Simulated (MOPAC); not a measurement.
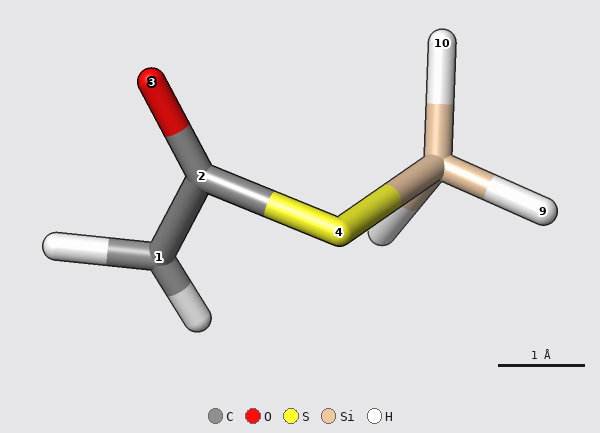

Figure 1. The starting structure (stick view, seen at a tilt; atoms are numbered from 1 in the order of the input). Bond lengths as drawn: C–C 1.51 Å, C–H 0.89 to 1.20 Å, C–O 1.29 Å, C–S 1.78 Å, H–Si 1.38 to 1.65 Å and S–Si 2.24 Å.

**Geometry relaxation, with input and output: C₂H₅OSSi (part 1 of 2)**

The run: geometry relaxation of C₂H₅OSSi, multiplicity 2. Method and program: PM6-DH2X, unrestricted, dispersion DH2X, in an applied electric field, COSMO solvent chloroform (MOPAC 23.2.5).

The run did not end well. The atoms were displaced at random from an optimised geometry.

What the program printed:
```
MOPAC v23.2.5
PM6-DH2X CALCULATION RESULTS

 *  PM6-DH2X   - CORRECT DISPERSION, HALOGEN AND HYDROGEN BOND TERMS USING PM6-DH2X
 *  DOUBLET    - SPIN STATE DEFINED AS A DOUBLET
 *  FIELD      - AN EXTERNAL ELECTRIC FIELD IS TO BE USED
 *  UHF        - UNRESTRICTED HARTREE-FOCK CALCULATION
 *  EPS=4.71   - USE COSMO IMPLICIT SOLVATION MODEL
 *  PRECISE    - TIGHTER CRITERIA TO BE USED
 *  BFGS       - USE THE BFGS GEOMETRY OPTIMIZER
 *  THREADS=1  - MULTI-THREADING NOT USED
 *  CYCLES=    - DO A MAXIMUM OF 200 STEPS
 *  GNORM      - EXIT WHEN GRADIENT NORM DROPS BELOW 1.000
 *  AUX        - OUTPUT AUXILIARY INFORMATION
EPS=4.71 PRECISE CYCLES=200 UHF FIELD=(-0.2,0.5,1.5) GNORM=1 BFGS DOUBLET PM6-DH2X THREADS=1 AUX(PRECISION=6) SYMMETRY
 C2H5OSSi

  ATOM    CHEMICAL      BOND LENGTH      BOND ANGLE     TWIST ANGLE
 NUMBER    SYMBOL       (ANGSTROMS)      (DEGREES)       (DEGREES)
   (I)                     NA:I           NB:NA:I       NC:NB:NA:I       NA    NB    NC
     1       C          0.00000000       0.0000000       0.0000000        0     0     0
     2       C          1.50777000  *    0.0000000       0.0000000        1     0     0
     3       O          1.29388700  *  124.9945200  *    0.0000000        2     1     0
     4       S          1.78422400  *  130.8837100  *  169.9574400  *     2     3     1
     5      Si          2.23824100  *   98.3221400  *  -93.5015800  *     4     2     3
     6       H          0.89070200  *  125.1616700  *  173.1989100  *     1     2     3
     7       H          1.20435200  *  124.4239200  * -154.8539200  *     1     6     2
     8       H          1.64662000  *  104.1283200  *  -65.2738500  *     5     4     2
     9       H          1.37672600  *  108.7069300  *  117.5199400  *     5     8     6
    10       H          1.41635400  *  110.9829900  * -135.3325100  *     5     9     8

          CARTESIAN COORDINATES

    NO.       ATOM           X           Y           Z

     1         C          0.0000      0.0000      0.0000
     2         C          1.5078      0.0000      0.0000
     3         O          2.2498      1.0600      0.0000
     4         S          1.9262     -1.7185     -0.2352
     5        Si          1.5563     -1.8432     -2.4392
     6         H         -0.5129     -0.7231     -0.0862
     7         H         -0.3431      1.0169      0.5464
     8         H         -0.0640     -1.5913     -2.5897
     9         H          1.8147     -3.1818     -2.6310
    10         H          2.4865     -1.0409     -3.1442

           Empirical Formula: C2 H5 O S Si  =    10 atoms

      MOLECULAR POINT GROUP   :   C1

 DOUBLET STATE CALCULATION

          UHF CALCULATION, NO. OF ALPHA ELECTRONS =   15
                           NO. OF BETA  ELECTRONS =   14

          Geometry optimization using BFGS

          THE ELECTRIC FIELD IS  -0.20000   0.50000   1.50000 VOLTS/ANGSTROM

          *********************************************
          *                                           *
          *                 WARNING                   *
          *                                           *
          *********************************************

          Dispersion parameters missing for Silicon

          *********************************************
          *                                           *
          *              END OF WARNING               *
          *                                           *
          *********************************************

 CYCLE:     1 TIME:   0.031 TIME LEFT:  2.00D  GRAD.:    66.850 HEAT: -74.75370
 CYCLE:     2 TIME:   0.016 TIME LEFT:  2.00D  GRAD.:    28.234 HEAT: -82.07219
 CYCLE:     3 TIME:   0.031 TIME LEFT:  2.00D  GRAD.:    33.522 HEAT: -87.31911
 CYCLE:     4 TIME:   0.023 TIME LEFT:  2.00D  GRAD.:    28.407 HEAT: -89.37557
 CYCLE:     5 TIME:   0.031 TIME LEFT:  2.00D  GRAD.:    30.971 HEAT: -92.24062
 CYCLE:     6 TIME:   0.039 TIME LEFT:  2.00D  GRAD.:    52.151 HEAT: -97.75609
 CYCLE:     7 TIME:   0.023 TIME LEFT:  2.00D  GRAD.:    59.548 HEAT: -101.7181
 CYCLE:     8 TIME:   0.188 TIME LEFT:  2.00D  GRAD.:   491.562 HEAT: -530.1371
 CYCLE:     9 TIME:   0.016 TIME LEFT:  2.00D  GRAD.:   878.719 HEAT: -535.9853
 CYCLE:    10 TIME:   0.023 TIME LEFT:  2.00D  GRAD.:   891.810 HEAT: -571.5219
 CYCLE:    11 TIME:   0.016 TIME LEFT:  2.00D  GRAD.:  1112.077 HEAT: -605.3359
 CYCLE:    12 TIME:   0.055 TIME LEFT:  2.00D  GRAD.:  1116.408 HEAT: -614.0422
 CYCLE:    13 TIME:   0.039 TIME LEFT:  2.00D  GRAD.:  1126.335 HEAT: -615.0172
 CYCLE:    14 TIME:   0.055 TIME LEFT:  2.00D  GRAD.:  1126.325 HEAT: -624.1462
 CYCLE:    15 TIME:   0.016 TIME LEFT:  2.00D  GRAD.:  1026.233 HEAT: -681.5186
 CYCLE:    16 TIME:   0.055 TIME LEFT:  2.00D  GRAD.:  1009.316 HEAT: -691.8699
 CYCLE:    17 TIME:   0.031 TIME LEFT:  2.00D  GRAD.:  1305.639 HEAT: -834.9880
 CYCLE:    18 TIME:   0.039 TIME LEFT:  2.00D  GRAD.:  1401.375 HEAT: -885.4083
 CYCLE:    19 TIME:   0.023 TIME LEFT:  2.00D  GRAD.:  1424.078 HEAT: -924.7869
 CYCLE:    20 TIME:   0.016 TIME LEFT:  2.00D  GRAD.:  1431.502 HEAT: -970.5816
 CYCLE:    21 TIME:   0.047 TIME LEFT:  2.00D  GRAD.: 26576.018 HEAT: -4461.223
 CYCLE:    22 TIME:   0.023 TIME LEFT:  2.00D  GRAD.: 24833.566 HEAT: -4864.043
 CYCLE:    23 TIME:   0.016 TIME LEFT:  2.00D  GRAD.: 20889.027 HEAT: -4964.804
 CYCLE:    24 TIME:   0.016 TIME LEFT:  2.00D  GRAD.: 10488.559 HEAT: -6521.964
 CYCLE:    25 TIME:   0.023 TIME LEFT:  2.00D  GRAD.:  8653.469 HEAT: -7452.140
 CYCLE:    26 TIME:   0.016 TIME LEFT:  2.00D  GRAD.:  8711.698 HEAT: -7667.076
 CYCLE:    27 TIME:   0.023 TIME LEFT:  2.00D  GRAD.:  8821.823 HEAT: -7806.339
 CYCLE:    28 TIME:   0.016 TIME LEFT:  2.00D  GRAD.:  8869.132 HEAT: -7951.416

                    NO POINT LOWER IN ENERGY THAN THE STARTING POINT
                    COULD BE FOUND IN THE LINE MINIMIZATION
 CYCLE:    29 TIME:   0.039 TIME LEFT:  2.00D  GRAD.:  8876.406 HEAT: -7951.416
 CYCLE:    30 TIME:   0.047 TIME LEFT:  2.00D  GRAD.:  4797.914 HEAT: -10792.40
 CYCLE:    31 TIME:   0.016 TIME LEFT:  2.00D  GRAD.:  5548.108 HEAT: -11395.71
 CYCLE:    32 TIME:   0.055 TIME LEFT:  2.00D  GRAD.:  5201.570 HEAT: -11607.91
 CYCLE:    33 TIME:   0.039 TIME LEFT:  2.00D  GRAD.:  4506.035 HEAT: -11744.38
 CYCLE:    34 TIME:   0.039 TIME LEFT:  2.00D  GRAD.:  4219.465 HEAT: -11833.70
 CYCLE:    35 TIME:   0.055 TIME LEFT:  2.00D  GRAD.:  4564.682 HEAT: -11885.77
 CYCLE:    36 TIME:   0.047 TIME LEFT:  2.00D  GRAD.:  3970.201 HEAT: -11923.80
 CYCLE:    37 TIME:   0.062 TIME LEFT:  2.00D  GRAD.:  3656.548 HEAT: -12045.77
 CYCLE:    38 TIME:   0.047 TIME LEFT:  2.00D  GRAD.:  3979.046 HEAT: -12108.28
 CYCLE:    39 TIME:   0.016 TIME LEFT:  2.00D  GRAD.:  3112.948 HEAT: -12167.44
 CYCLE:    40 TIME:   0.039 TIME LEFT:  2.00D  GRAD.:  3257.230 HEAT: -12184.56
 CYCLE:    41 TIME:   0.031 TIME LEFT:  2.00D  GRAD.:  3213.233 HEAT: -12188.00
 CYCLE:    42 TIME:   0.023 TIME LEFT:  2.00D  GRAD.:  3131.861 HEAT: -12216.50
 CYCLE:    43 TIME:   0.023 TIME LEFT:  2.00D  GRAD.:  2976.869 HEAT: -12238.08
 CYCLE:    44 TIME:   0.023 TIME LEFT:  2.00D  GRAD.:  3061.129 HEAT: -12290.52
 CYCLE:    45 TIME:   0.023 TIME LEFT:  2.00D  GRAD.:  3219.593 HEAT: -12374.54
 CYCLE:    46 TIME:   0.016 TIME LEFT:  2.00D  GRAD.:  3636.074 HEAT: -12496.37
 CYCLE:    47 TIME:   0.023 TIME LEFT:  2.00D  GRAD.:  4188.581 HEAT: -12522.25
 CYCLE:    48 TIME:   0.156 TIME LEFT:  2.00D  GRAD.:  6241.946 HEAT: -13217.12
 CYCLE:    49 TIME:   0.039 TIME LEFT:  2.00D  GRAD.:  8316.562 HEAT: -13843.84
 CYCLE:    50 TIME:   0.023 TIME LEFT:  2.00D  GRAD.:  6119.689 HEAT: -14319.92
 CYCLE:    51 TIME:   0.039 TIME LEFT:  2.00D  GRAD.:  2004.207 HEAT: -15397.00
 CYCLE:    52 TIME:   0.023 TIME LEFT:  2.00D  GRAD.:  1679.873 HEAT: -15726.62
 CYCLE:    53 TIME:   0.023 TIME LEFT:  2.00D  GRAD.:  1570.775 HEAT: -16103.48
 CYCLE:    54 TIME:   0.023 TIME LEFT:  2.00D  GRAD.:  1540.383 HEAT: -16488.34
 CYCLE:    55 TIME:   0.039 TIME LEFT:  2.00D  GRAD.:  1686.920 HEAT: -16532.12
 CYCLE:    56 TIME:   0.039 TIME LEFT:  2.00D  GRAD.:  1686.584 HEAT: -16540.29
 CYCLE:    57 TIME:   0.039 TIME LEFT:  2.00D  GRAD.:  1679.827 HEAT: -16554.43
 CYCLE:    58 TIME:   0.039 TIME LEFT:  2.00D  GRAD.:  1683.258 HEAT: -16563.71

                    NO POINT LOWER IN ENERGY THAN THE STARTING POINT
                    COULD BE FOUND IN THE LINE MINIMIZATION
 CYCLE:    59 TIME:   0.055 TIME LEFT:  2.00D  GRAD.:  3475.543 HEAT: -16563.71
 CYCLE:    60 TIME:   0.062 TIME LEFT:  2.00D  GRAD.:  1662.622 HEAT: -16606.70
 CYCLE:    61 TIME:   0.039 TIME LEFT:  2.00D  GRAD.:  1660.949 HEAT: -16620.17
 CYCLE:    62 TIME:   0.039 TIME LEFT:  2.00D  GRAD.:  1657.213 HEAT: -16638.20
 CYCLE:    63 TIME:   0.039 TIME LEFT:  2.00D  GRAD.:  1654.102 HEAT: -16652.23
 CYCLE:    64 TIME:   0.047 TIME LEFT:  2.00D  GRAD.:  1649.295 HEAT: -16666.19
 CYCLE:    65 TIME:   0.039 TIME LEFT:  2.00D  GRAD.:  1646.752 HEAT: -16677.89
 CYCLE:    66 TIME:   0.039 TIME LEFT:  2.00D  GRAD.:  1643.674 HEAT: -16687.77
 CYCLE:    67 TIME:   0.039 TIME LEFT:  2.00D  GRAD.:  1638.876 HEAT: -16701.86
 CYCLE:    68 TIME:   0.039 TIME LEFT:  2.00D  GRAD.:  1637.304 HEAT: -16712.39
 CYCLE:    69 TIME:   0.039 TIME LEFT:  2.00D  GRAD.:  1634.847 HEAT: -16722.43
 CYCLE:    70 TIME:   0.047 TIME LEFT:  2.00D  GRAD.:  1633.519 HEAT: -16732.51
 CYCLE:    71 TIME:   0.039 TIME LEFT:  2.00D  GRAD.:  1632.155 HEAT: -16742.41
 CYCLE:    72 TIME:   0.039 TIME LEFT:  2.00D  GRAD.:  1631.163 HEAT: -16751.22
 CYCLE:    73 TIME:   0.039 TIME LEFT:  2.00D  GRAD.:  1630.215 HEAT: -16759.97
 CYCLE:    74 TIME:   0.023 TIME LEFT:  2.00D  GRAD.:  1601.621 HEAT: -17126.87
 CYCLE:    75 TIME:   0.023 TIME LEFT:  2.00D  GRAD.:  1576.413 HEAT: -17477.92
 CYCLE:    76 TIME:   0.023 TIME LEFT:  2.00D  GRAD.:  1559.357 HEAT: -17837.15
 CYCLE:    77 TIME:   0.016 TIME LEFT:  2.00D  GRAD.:  1524.581 HEAT: -18184.18
 CYCLE:    78 TIME:   0.023 TIME LEFT:  2.00D  GRAD.:  1508.231 HEAT: -18521.63
 CYCLE:    79 TIME:   0.023 TIME LEFT:  2.00D  GRAD.:  1511.010 HEAT: -18851.72
 CYCLE:    80 TIME:   0.023 TIME LEFT:  2.00D  GRAD.:  1500.906 HEAT: -19185.52
 CYCLE:    81 TIME:   0.023 TIME LEFT:  2.00D  GRAD.:  1495.673 HEAT: -19535.61
 CYCLE:    82 TIME:   0.023 TIME LEFT:  2.00D  GRAD.:  1485.413 HEAT: -19862.85
 CYCLE:    83 TIME:   0.023 TIME LEFT:  2.00D  GRAD.:  1478.069 HEAT: -20201.00
 CYCLE:    84 TIME:   0.023 TIME LEFT:  2.00D  GRAD.:  1463.165 HEAT: -20493.42
 CYCLE:    85 TIME:   0.023 TIME LEFT:  2.00D  GRAD.:  1461.947 HEAT: -20826.41
 CYCLE:    86 TIME:   0.023 TIME LEFT:  2.00D  GRAD.:  1448.660 HEAT: -21145.55
 CYCLE:    87 TIME:   0.023 TIME LEFT:  2.00D  GRAD.:  1448.823 HEAT: -21450.85
 CYCLE:    88 TIME:   0.023 TIME LEFT:  2.00D  GRAD.:  1431.581 HEAT: -21750.65
 CYCLE:    89 TIME:   0.023 TIME LEFT:  2.00D  GRAD.:  1431.592 HEAT: -22061.40
 CYCLE:    90 TIME:   0.023 TIME LEFT:  2.00D  GRAD.:  1412.428 HEAT: -22366.16
 CYCLE:    91 TIME:   0.016 TIME LEFT:  2.00D  GRAD.:  1416.282 HEAT: -22674.59
 CYCLE:    92 TIME:   0.023 TIME LEFT:  2.00D  GRAD.:  1416.769 HEAT: -22986.01

                    NO POINT LOWER IN ENERGY THAN THE STARTING POINT
                    COULD BE FOUND IN THE LINE MINIMIZATION
 CYCLE:    93 TIME:   0.047 TIME LEFT:  2.00D  GRAD.:  1412.386 HEAT: -22986.01
 CYCLE:    94 TIME:   0.047 TIME LEFT:  2.00D  GRAD.:  4526.402 HEAT: -23209.09
 CYCLE:    95 TIME:   0.055 TIME LEFT:  2.00D  GRAD.:  4380.510 HEAT: -23540.78
 CYCLE:    96 TIME:   0.047 TIME LEFT:  2.00D  GRAD.:  4379.375 HEAT: -23544.16
 CYCLE:    97 TIME:   0.039 TIME LEFT:  2.00D  GRAD.:  4377.917 HEAT: -23548.68
 CYCLE:    98 TIME:   0.031 TIME LEFT:  2.00D  GRAD.:  4268.048 HEAT: -23887.98
 CYCLE:    99 TIME:   0.039 TIME LEFT:  2.00D  GRAD.:  4266.803 HEAT: -23892.12
 CYCLE:   100 TIME:   0.047 TIME LEFT:  2.00D  GRAD.:  4265.727 HEAT: -23896.58
 CYCLE:   101 TIME:   0.039 TIME LEFT:  2.00D  GRAD.:  4264.315 HEAT: -23900.77
 CYCLE:   102 TIME:   0.047 TIME LEFT:  2.00D  GRAD.:  4262.955 HEAT: -23904.93
 CYCLE:   103 TIME:   0.047 TIME LEFT:  2.00D  GRAD.:  4261.771 HEAT: -23909.00
 CYCLE:   104 TIME:   0.039 TIME LEFT:  2.00D  GRAD.:  4260.555 HEAT: -23913.02
 CYCLE:   105 TIME:   0.047 TIME LEFT:  2.00D  GRAD.:  4259.322 HEAT: -23916.99
 CYCLE:   106 TIME:   0.047 TIME LEFT:  2.00D  GRAD.:  4257.917 HEAT: -23920.68

                    NO POINT LOWER IN ENERGY THAN THE STARTING POINT
                    COULD BE FOUND IN THE LINE MINIMIZATION
 CYCLE:   107 TIME:   0.047 TIME LEFT:  2.00D  GRAD.:  4281.936 HEAT: -23920.68
 CYCLE:   108 TIME:   0.062 TIME LEFT:  2.00D  GRAD.:  3823.604 HEAT: -23967.33
 CYCLE:   109 TIME:   0.023 TIME LEFT:  2.00D  GRAD.:  1379.588 HEAT: -24141.84
 CYCLE:   110 TIME:   0.031 TIME LEFT:  2.00D  GRAD.:  1406.778 HEAT: -24165.69
 CYCLE:   111 TIME:   0.039 TIME LEFT:  2.00D  GRAD.:  1407.691 HEAT: -24167.05

                    NO POINT LOWER IN ENERGY THAN THE STARTING POINT
                    COULD BE FOUND IN THE LINE MINIMIZATION
 CYCLE:   112 TIME:   0.070 TIME LEFT:  2.00D  GRAD.:  1407.638 HEAT: -24167.05
 CYCLE:   113 TIME:   0.047 TIME LEFT:  2.00D  GRAD.:  2223.349 HEAT: -24178.12
 CYCLE:   114 TIME:   0.047 TIME LEFT:  2.00D  GRAD.:  2223.276 HEAT: -24178.63
 CYCLE:   115 TIME:   0.055 TIME LEFT:  2.00D  GRAD.:  2222.083 HEAT: -24178.86
 CYCLE:   116 TIME:   0.047 TIME LEFT:  2.00D  GRAD.:  2220.933 HEAT: -24179.32
 CYCLE:   117 TIME:   0.055 TIME LEFT:  2.00D  GRAD.:  2225.883 HEAT: -24182.13
 CYCLE:   118 TIME:   0.055 TIME LEFT:  2.00D  GRAD.:  2247.334 HEAT: -24189.39
 CYCLE:   119 TIME:   0.031 TIME LEFT:  2.00D  GRAD.:  1566.704 HEAT: -24510.79
 CYCLE:   120 TIME:   0.039 TIME LEFT:  2.00D  GRAD.:  2924.897 HEAT: -25053.18
 CYCLE:   121 TIME:   0.039 TIME LEFT:  2.00D  GRAD.:  5707.429 HEAT: -25397.43
 CYCLE:   122 TIME:   0.023 TIME LEFT:  2.00D  GRAD.:  6385.282 HEAT: -25502.72
 CYCLE:   123 TIME:   0.062 TIME LEFT:  2.00D  GRAD.:  7037.515 HEAT: -25601.94
 CYCLE:   124 TIME:   0.031 TIME LEFT:  2.00D  GRAD.:  7499.148 HEAT: -25675.80
 CYCLE:   125 TIME:   0.023 TIME LEFT:  2.00D  GRAD.:  7785.894 HEAT: -25715.68
 CYCLE:   126 TIME:   0.023 TIME LEFT:  2.00D  GRAD.:  7590.258 HEAT: -25723.93
 CYCLE:   127 TIME:   0.062 TIME LEFT:  2.00D  GRAD.:  7590.454 HEAT: -25723.96
 CYCLE:   128 TIME:   0.078 TIME LEFT:  2.00D  GRAD.:  7590.983 HEAT: -25724.05
```
